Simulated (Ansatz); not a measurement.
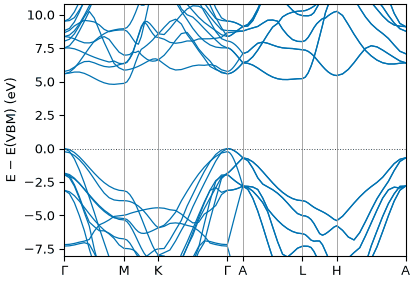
*Band structure from r²SCAN (plane waves, PAW; program Ansatz)*

Q: Read off the gap and where the band edges lie.

A: About 4.8 eV (4.80 eV by a search for the band edges); maximum at Γ, minimum on the Γ–M line, 82 % of the way from Γ.

The material is C in space group P6_3/mmc (No. 194; C on 4e, C on 4f).

The workflow started from a Materials Project entry (that database holds measured and hypothetical structures alike). Its sites differ from those of the usual phase in this space group: another stacking or structure type. Symmetry was held in the r²SCAN relaxation; phonons on a q-mesh show no instability.

Potentials: the later of the program's two PAW sets.
